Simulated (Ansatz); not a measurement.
# W (Tungsten, Im-3m): thermal expansion from first principles

Aim: the lattice, expansion, heat capacity and bulk modulus of W (Tungsten) as it warms.

Main program and level: Ansatz 0.2.0; DFT LDA, scalar-relativistic, plane waves, PAW; PAW set soft_1.

## 1. Set-up

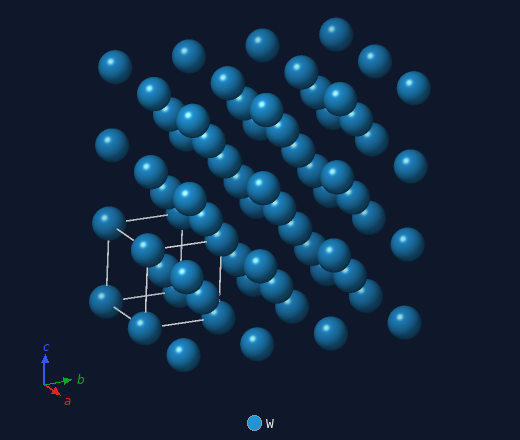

Start, viewed slightly off an axis; tungsten blue. 2×3×3 cells are drawn. This picture shows the conventional cell, with its axes. Some periodic images of atoms are drawn too.

## 2. Probe on a coarse mesh

A cheap single point shows whether the cell is a metal or an insulator and how far it is from rest; that sets the k-mesh and the occupations of what follows.

Input file input.yaml:

```yaml
crystal:
  lattice:
    - [-1.582345, 1.582345, 1.582345]
    - [1.582345, -1.582345, 1.582345]
    - [1.582345, 1.582345, -1.582345]
  atoms:
    - { symbol: W, position: [0.0, 0.0, 0.0] }
kpoints:
  mp_grid: { grid: [8, 8, 8] }
hamiltonian:
  xc: lda
  pseudopotentials: { kind: paw, azcp: { folder: soft_1 }, xc_functional: pbe }
scf:
  occupations: { method: gaussian, width: 0.1 }
  lower_state_search: "off"
output:
  forces: true
  stress: true
  eigenvalues: true
```

Started as:

```console
$ ansatz run input.yaml --threads 8 --pin off --max-ram 16384MiB --backend cpu --events-out ev --progress --plain --runs-dir out
```

Numbers of over 12 decimals in the logs are rounded to 6 here.

What it wrote:

```text
Engine: ansatz 0.2.0, aarch64-unknown-linux-gnu
Pseudopotentials: kind: paw
Pseudopotential: W, paw, valence charge 14, recommended cutoff 420 eV (normal), soft_1/W.paw.azcp
Functional definition: SPW92
  exchange = slater_x
  correlation = pw_c
Crystal: 1 atoms, lattice volume = 15.848 Å³
Basis set: ecut = 420 eV, 321 PW (Γ)
Bands: 11, of which v1, the nominal top of the filled ones, is band 7 counted from 1 (6 counted from 0)
Symmetry: 48 space group operations
Space group: Im-3m (ITA 229), of the structure as read, at distance tolerance 2.5e-5 Å
k-points: 29 of 512
Non-local potential: W, projectors of the file, l = 0: 3, l = 1: 2, l = 2: 2, l = 3: 1
PAW form: soft (Blöchl's): semilocal exchange-correlation on the pseudo side does not see the compensation charge
PAW frozen core: W, regenerated for the run's functional, and the local potential with it (the file was generated under x = pbe(κ = 0.804, μ = 0.219515), c = pbe(β = 0.066725))
PAW one-centre angular grid: W, 590 points (default); XC on 64 Gauss nodes
Initial density: superposition of atomic densities (chi_scale 0.1, normalization cell)
Initial wavefunctions: pseudopotential atomic-orbital guess
Functional: x = slater, c = lda
SCF iter   1: F=—  HF=-10130.884510 eV  |F-HF|=—  |Δ(HF+E_count)|=         —  Δρ=6.19e-2  dr2=4.97e-1  ethr=3.10e-3  ⟨swp⟩=5.0  Hψ=1662  notcnv=0
preconditioner: auto → none  [insulator: Δε(μ)=0.527 eV  Ē_g=9.234 eV  σ=0.100 eV  W_gap=1.00  n_scr=0 (ndim 8)  ℏωp=22.8 eV  f_vac=0.000  D(μ)=0.00/eV (n_scr^D=0)  ε∞_Penn≈7.1]
SCF iter   2: F=—  HF=-10130.685279 eV  |F-HF|=—  |Δ(HF+E_count)|=   1.99e-1  Δρ=2.24e-2  dr2=3.32e-2  ethr=3.10e-3  ⟨swp⟩=2.7  Hψ=740  notcnv=0  defer=4
SCF iter   3: F=—  HF=-10130.673988 eV  |F-HF|=—  |Δ(HF+E_count)|=   1.13e-2  Δρ=6.09e-3  dr2=1.80e-3  ethr=2.37e-4  ⟨swp⟩=2.6  Hψ=414  notcnv=0  defer=4
SCF iter   4: F=—  HF=-10130.673327 eV  |F-HF|=—  |Δ(HF+E_count)|=   6.61e-4  Δρ=1.83e-4  dr2=1.19e-6  ethr=1.29e-5  ⟨swp⟩=1.0  Hψ=315  notcnv=0  defer=4
SCF iter   5: F=—  HF=-10130.673332 eV  |F-HF|=—  |Δ(HF+E_count)|=   4.28e-6  Δρ=2.73e-5  dr2=3.65e-8  ethr=7.14e-10  ⟨swp⟩=6.2  Hψ=1600  notcnv=0
SCF iter   6: F=-10130.673332 eV  HF=-10130.673332 eV  |F-HF|=4.55e-11  |Δ(HF+E_count)|=   1.45e-8  Δρ=9.84e-7  dr2=8.83e-11  ethr=2.60e-10  ⟨swp⟩=2.0  Hψ=983  notcnv=0
SCF 1 converged in 6 iterations: F = -10130.673332 eV  dr2 = 8.83e-11
  greatest PAW one-centre occupation: 0.999 electrons in one spin orbital (limit 2), on the W atom at site 0 (counted from 0), in its partial waves of l = 0
SCF converged after 6 iterations
Free energy (F): -10130.673332 eV
Harris-Foulkes:  -10130.673332 eV  (|F-HF|=4.55e-11)
Internal energy: -10130.673329 eV  (E = F + TS)
E sigma→0 (E₀):  -10130.673330 eV
Entropy (-TS):   -0.000002 eV (-0.002 meV/atom)
Fermi energy:    21.826767 eV
--- Per-component energies (eV) ---
  E_band       = -88.927999
  E_kinetic    = 422.120984
  E_local      = -548.012716  (includes V_loc(G=0)·N_el)
  E_nonlocal   = -19.722206
  E_hartree    = 227.936498
  E_xc         = -265.951178
  E_vxc        = -231.598618  (∫ρ·V_xc dr)
  E_paw        = -8324.559430  (= ΣΔE_a)
  E_vpaw       = -167.588793  (= ΣTr[D̂ρ^β])
  E_aug_tail   = 0.000146  (compensation charges beyond the density's cutoff)
  E_ewald      = -1622.768677
  E_core_change = 0.283249  (= ΣΔE_core)
  E_smearing   = -0.000002  (= −TS)
  E_closure    = 0.000000  (closes the sum)
  Σ components = -10130.673332   (vs F -10130.673332, Δ=0.00e0)
--- Forces (eV/Å), atoms counted from 1 ---
  atom   1  W     -0.00000000    -0.00000000    -0.00000000
  max |Σ_I F_I| component: 5.42e-31 eV/Å
--- Stress (GPa, compression-positive) ---
       -8.234515       0.000000       0.000000
        0.000000      -8.234515      -0.000000
        0.000000      -0.000000      -8.234515
  P = ⅓ Tr σ = -8.2345 GPa (-82.345 kbar)
--- Band table (eV; the first three rows and the last of 29) ---
  k-point 0: bands = [... 3 lower, -15.6076, 12.4727, 20.8063, 20.8063, 20.8063, 24.2477, 24.2477, 36.6720]
  k-point 1: bands = [... 3 lower, -15.6086, 13.2062, 20.3845, 20.6684, 21.5336, 23.7171, 24.2682, 37.2073]
  k-point 2: bands = [... 3 lower, -15.6112, 14.8926, 19.5060, 20.2204, 23.5836, 23.6403, 24.4469, 36.8894]
  k-point 28: bands = [... 3 lower, -16.5170, 16.2229, 16.2229, 27.2116, 27.2116, 27.2116, 30.3925, 30.3925]
```

It took 0.72 s on 8 threads of Arm Neoverse V2, shared host; peak memory 0.25 GiB; 1.1 s of CPU time.

This step gave:

```yaml
pressure: -8.235 GPa
volume_per_atom: 15.85 Å³/atom
gap_on_the_k_mesh: 0 eV
```

The start is under -8.2 GPa at this level and looks like a metal on this mesh.

## 3. A loose first relaxation

The start is far from rest, so a relaxation with loose thresholds first brings it near the minimum.

Changes to input.yaml since step 2:

```diff
@@ -19 +19,6 @@
   eigenvalues: true
+relax:
+  adjacent_minimum: "off"
+  f_tol: 0.05
+  max_steps: 80
+  cell: { stress_tol: 0.5 }
```

What it wrote:

```text
[...]
Crystal: 1 atoms, lattice volume = 15.848 Å³
Basis set: ecut = 420 eV, 321 PW (Γ)
Bands: 11, of which v1, the nominal top of the filled ones, is band 7 counted from 1 (6 counted from 0)
Symmetry: 48 space group operations
[...]
k-points: 29 of 512
[...]
SCF iter   1: F=—  HF=-10130.884510 eV  |F-HF|=—  |Δ(HF+E_count)|=         —  Δρ=6.19e-2  dr2=4.97e-1  ethr=3.10e-3  ⟨swp⟩=5.0  Hψ=1662  notcnv=0
[...]
SCF iter   6: F=-10130.673332 eV  HF=-10130.673332 eV  |F-HF|=4.55e-11  |Δ(HF+E_count)|=   1.45e-8  Δρ=9.84e-7  dr2=8.83e-11  ethr=2.60e-10  ⟨swp⟩=2.0  Hψ=983  notcnv=0
SCF 1 converged in 6 iterations: F = -10130.673332 eV  dr2 = 8.83e-11
[...]
relax step   1: F+E_penalty+E_count = -10130.67333164 eV  Δ(F+E_penalty+E_count) = +0.000e0 eV  max|allowed force component| = 0.000e0 eV/Å  Δτ_max = 0.0000 Å  P = -8.235 GPa  Ω = 15.848 Å³  (6 SCF iters, dr2 threshold 1.00e-7 eV, accepted)
Crystal: 1 atoms, lattice volume = 14.358 Å³
[...]
iter 1 solved again at ethr=3.08e-6 eV; its pass at ethr=3.10e-3 eV (dr2=4.32e-4 eV) is discarded
[...]
SCF iter   5: F=-10130.590944 eV  HF=-10130.590944 eV  |F-HF|=1.82e-11  |Δ(HF+E_count)|=   3.25e-9  Δρ=1.10e-6  dr2=5.26e-11  ethr=4.67e-11  ⟨swp⟩=1.2  Hψ=974  notcnv=0
SCF 2 converged in 5 iterations: F = -10130.590944 eV  dr2 = 5.26e-11
relax step   2: F+E_penalty+E_count = -10130.59094399 eV  Δ(F+E_penalty+E_count) = +8.239e-2 eV  max|allowed force component| = 0.000e0 eV/Å  Δτ_max = 0.0000 Å  P = +29.240 GPa  Ω = 14.358 Å³  energy of the carried Pulay correction = +5.236e-4 eV  (5 SCF iters, dr2 threshold 1.00e-7 eV, rejected (line search))
Crystal: 1 atoms, lattice volume = 15.494 Å³
[...]
SCF iter   5: F=-10130.683783 eV  HF=-10130.683783 eV  |F-HF|=1.46e-11  |Δ(HF+E_count)|=   1.74e-9  Δρ=5.82e-7  dr2=2.01e-11  ethr=7.14e-12  ⟨swp⟩=3.9  Hψ=939  notcnv=0
SCF 3 converged in 5 iterations: F = -10130.683783 eV  dr2 = 2.01e-11
relax step   3: F+E_penalty+E_count = -10130.68378321 eV  Δ(F+E_penalty+E_count) = -1.045e-2 eV  max|allowed force component| = 0.000e0 eV/Å  Δτ_max = 0.0000 Å  P = -0.994 GPa  Ω = 15.494 Å³  energy of the carried Pulay correction = +1.196e-4 eV  (5 SCF iters, accepted)
[...]
relax step   4: F+E_penalty+E_count = -10130.68393985 eV  Δ(F+E_penalty+E_count) = -1.566e-4 eV  max|allowed force component| = 0.000e0 eV/Å  Δτ_max = 0.0000 Å  P = +0.012 GPa  Ω = 15.449 Å³  energy of the carried Pulay correction = +1.354e-4 eV  (3 SCF iters, dr2 threshold 1.00e-7 eV, accepted)
[...]
SCF iter   3: F=-10130.683817 eV  HF=-10130.683817 eV  |F-HF|=2.91e-11  |Δ(HF+E_count)|=   1.60e-9  Δρ=1.27e-6  dr2=7.96e-11  ethr=7.14e-12  ⟨swp⟩=2.5  Hψ=1065  notcnv=0
SCF 5 converged in 3 iterations: F = -10130.683817 eV  dr2 = 7.96e-11
relax step   5: F+E_penalty+E_count = -10130.68381749 eV  Δ(F+E_penalty+E_count) = +1.224e-4 eV  max|allowed force component| = 0.000e0 eV/Å  Δτ_max = 0.0000 Å  P = +0.009 GPa  Ω = 15.449 Å³  stress off target by 8.57e-3 GPa  SCF on the basis re-selected at this cell (its energy is not comparable with the rows above)  (3 SCF iters)
basis re-selected at this cell: Δ(F+E_penalty+E_count) = +1.224e-4 eV, ΔP = -0.003 GPa vs the last step (what re-selecting the basis moved, of the pressure what is left beyond the Pulay correction that the steps carried, after the strain that the cell walked since its last selection, with what the two solves' SCF thresholds leave and, on support functions, any second-order correction that the steps lacked; it is no measure of the basis error at this ecutwfc). This SCF's stress stands 8.57e-3 GPa from its target on what of the cell is left free (relax.cell.stress_tol is 5.00e-1 GPa) and its largest allowed force component is 0.00e0 eV/Å (relax.f_tol is 5.00e-2 eV/Å): [rest of the remark cut]
SCF converged after 3 iterations
Free energy (F): -10130.683817 eV
[...]
Internal energy: -10130.683815 eV  (E = F + TS)
E sigma→0 (E₀):  -10130.683816 eV
Entropy (-TS):   -0.000002 eV (-0.002 meV/atom)
Fermi energy:    22.461506 eV
[...]
--- Stress (GPa, compression-positive) ---
        0.008570       0.000000       0.000000
        0.000000       0.008570      -0.000000
       -0.000000       0.000000       0.008570
  P = ⅓ Tr σ = 0.0086 GPa (0.086 kbar)
--- Band table (eV; the first three rows and the last of 29) ---
  k-point 0: bands = [... 3 lower, -14.8880, 12.9852, 21.4115, 21.4115, 21.4115, 24.9590, 24.9590, 37.3816]
  k-point 1: bands = [... 3 lower, -14.8892, 13.7409, 20.9731, 21.2680, 22.1642, 24.4041, 24.9790, 37.9456]
  k-point 2: bands = [... 3 lower, -14.8924, 15.4542, 20.0631, 20.8191, 24.2860, 24.3344, 25.1649, 37.6838]
  k-point 28: bands = [... 3 lower, -15.8726, 16.6662, 16.6662, 28.0484, 28.0484, 28.0484, 31.2551, 31.2551]
--- Relaxed structure (4 steps of the walk, 3 accepted, 1 SCFs on fresh bases) ---
  F+E_penalty+E_count = -10130.68381749 eV   max|allowed force component| = 0.000e0 eV/Å   (the final SCF, on the basis selected at the relaxed cell)
  cell:  # Å, volume = 15.4486 Å³
    - [-1.568952, 1.568952, 1.568952]
    - [1.568952, -1.568952, 1.568952]
    - [1.568952, 1.568952, -1.568952]
  atoms:
    - { symbol: W, position: [0.0, 0.0, 0.0] }
```

Wall time 0.64 s (8 threads); peak memory 0.27 GiB; 2.4 s of CPU time.

The steps of the relaxation:

```tsv
step	energy less that of the first step (eV)	largest force component (eV/Å)	pressure (GPa)	volume (Å³)
1	0.0000	0.0000	-8.23	15.85
2	0.0824	0.0000	29.24	14.36
3	-0.0105	0.0000	-0.99	15.49
4	-0.0106	0.0000	0.01	15.45
5*	-0.0105	0.0000	0.01	15.45
```

Relaxation steps marked * repeat the geometry before them on a plane-wave basis chosen anew for their cell, so energy and pressure can jump there. Relaxation step 2 was tried and not accepted.

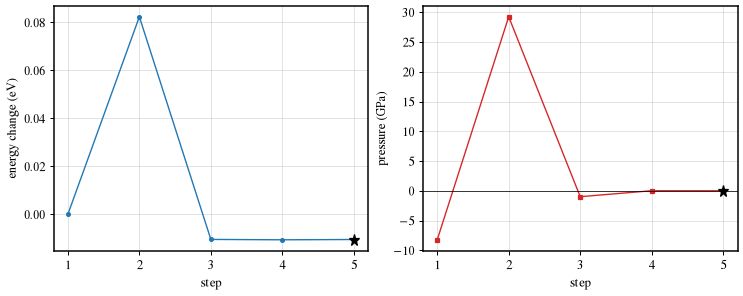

Energy and pressure along the relaxation. Stars mark steps on a basis chosen anew.

```tsv
conventional cell, symmetrised	before	after	change
a (Å)	3.165	3.138	-0.8 %
b (Å)	3.165	3.138	-0.8 %
c (Å)	3.165	3.138	-0.8 %
volume (Å³/atom)	15.85	15.45	-2.5 %
```

Final coordinates:

```xyz
1
Lattice="-1.5690 1.5690 1.5690 1.5690 -1.5690 1.5690 1.5690 1.5690 -1.5690" Properties=species:S:1:pos:R:3 pbc="T T T"
W     0.0000    0.0000    0.0000
```

This step gave:

| Quantity | Value |
| --- | --- |
| pressure | 0.008570 GPa |
| volume per atom | 15.45 Å³/atom |

The relaxation ends with a pressure of 0.01 GPa.

## 4. Relaxation

The vibrations must be taken about the equilibrium of this functional, not about the starting cell, so the structure is relaxed.

input.yaml, the sections that differ from step 3:

```yaml
crystal:
  lattice:
    - [-1.5689519599, 1.5689519599, 1.5689519599]
    - [1.5689519599, -1.5689519599, 1.5689519599]
    - [1.5689519599, 1.5689519599, -1.5689519599]
  atoms:
    - { symbol: W, position: [0.0, 0.0, 0.0] }
kpoints:
  mp_grid: { grid: [18, 18, 18] }
relax:
  adjacent_minimum: "off"
  f_tol: 0.005
  max_steps: 80
  cell: { stress_tol: 0.05 }
# hamiltonian, scf, output: as in step 3
```

What it wrote:

```text
[...]
Crystal: 1 atoms, lattice volume = 15.449 Å³
Basis set: ecut = 420 eV, 321 PW (Γ)
Bands: 11, of which v1, the nominal top of the filled ones, is band 7 counted from 1 (6 counted from 0)
Symmetry: 48 space group operations
[...]
k-points: 195 of 5832
[...]
k-point 194: bands = [... 3 lower, -15.8252, 16.6982, 16.6982, 28.1059, 28.1059, 28.1059, 31.3121, 31.3121]
--- Relaxed structure (3 steps of the walk, 2 accepted, 1 SCFs on fresh bases) ---
[...]
cell:  # Å, volume = 15.4228 Å³
    - [-1.568078, 1.568078, 1.568078]
    - [1.568078, -1.568078, 1.568078]
    - [1.568078, 1.568078, -1.568078]
  atoms:
    - { symbol: W, position: [0.0, 0.0, 0.0] }
[key lines of the parts left out:]
SCF converged after 3 iterations
Free energy (F): -10130.682863 eV
Fermi energy:    22.751177 eV
P = ⅓ Tr σ = -0.0036 GPa (-0.036 kbar)
```

It took 1.2 s on 8 threads; peak memory 0.32 GiB.

Little changed from the start: no atom moved by 0.005 Å and no cell edge by 0.1 %.

Numbers from this step:

| Property | Result |
| --- | --- |
| pressure | -0.003571 GPa |
| volume per atom | 15.42 Å³/atom |

## 5. Tight relaxation

The thresholds are tightened for a last relaxation ahead of the phonons, and where mesh or smearing change with them the cell follows.

input.yaml, the sections that differ from step 4:

```yaml
crystal:
  lattice:
    - [-1.5680778641, 1.5680778641, 1.5680778641]
    - [1.5680778641, -1.5680778641, 1.5680778641]
    - [1.5680778641, 1.5680778641, -1.5680778641]
  atoms:
    - { symbol: W, position: [0.0, 0.0, 0.0] }
kpoints:
  mp_grid: { grid: [20, 20, 20] }
scf:
  occupations: { method: methfessel_paxton, width: 0.2 }
  lower_state_search: "off"
relax:
  adjacent_minimum: "off"
  f_tol: 0.001
  max_steps: 60
  cell: { stress_tol: 0.01 }
# hamiltonian, output: as in step 4
```

What it wrote:

```text
[...]
Crystal: 1 atoms, lattice volume = 15.423 Å³
Basis set: ecut = 420 eV, 321 PW (Γ)
Bands: 11, of which v1, the nominal top of the filled ones, is band 7 counted from 1 (6 counted from 0)
Symmetry: 48 space group operations
[...]
k-points: 256 of 8000
[...]
k-point 255: bands = [... 3 lower, -15.8218, 16.7042, 16.7042, 28.1130, 28.1130, 28.1130, 31.3241, 31.3241]
--- Relaxed structure (3 steps of the walk, 2 accepted, 1 SCFs on fresh bases) ---
[...]
cell:  # Å, volume = 15.4170 Å³
    - [-1.567881, 1.567881, 1.567881]
    - [1.567881, -1.567881, 1.567881]
    - [1.567881, 1.567881, -1.567881]
  atoms:
    - { symbol: W, position: [0.0, 0.0, 0.0] }
[key lines of the parts left out:]
SCF converged after 3 iterations
Free energy (F): -10130.689502 eV
Fermi energy:    22.835100 eV
P = ⅓ Tr σ = -0.0005 GPa (-0.005 kbar)
```

Wall time 1.4 s (8 threads); peak memory 0.34 GiB; 8.3 s of CPU time.

Little changed from the start: no atom moved by 0.005 Å and no cell edge by 0.1 %.

This step gave:

```
pressure : -4.97e-4 GPa
```

The residual pressure is -5.0e-4 GPa, small enough for phonons.

[end of part 1 of 2]

[Logs are printed without paths, hosts, clocks, repeated set-up lines and the standing remarks that a program may print on its own settings, such as how far it seeks lower states.]

[Hosts, paths, dates, database ids (printed as entryN), source tags and the programs' standing remarks are cut or masked in the printed files.]

[A step with changed settings may run another functional than the one named; its input shows which.]
